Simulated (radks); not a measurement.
System: atomic holmium (Ho), configuration [Xe] 4f11 6s2 (both spins equally filled). Theory: scalar-relativistic Kohn-Sham, r2SCAN, spin-polarised, spherical densities, finite nucleus (computed with the in-house radial solver radks).

```
Z 67
configuration [Xe] 4f5.5 4f5.5 6s1 6s1
relativity scalar-relativistic
functional r2scan,r2scan
spin polarised
nucleus finite rms 5.2022 fm
c 137.035999084
```

Wanted: the number of electrons inside radius r (solid) and the radial density 4πr²ρ (dashed).

The count levels off at 67 electrons. Half of them lie within 0.425 bohr, 90 % within 1.46 bohr and 99 % within 4.59 bohr. The radial density has minima at 0.0273, 0.116 and 0.345 bohr, where the count stands at 1.9, 11.1 and 29.5; these part the shells that the density resolves.

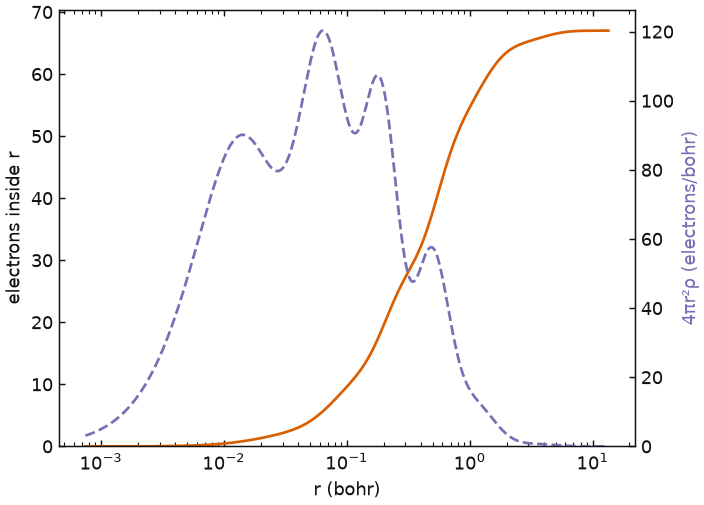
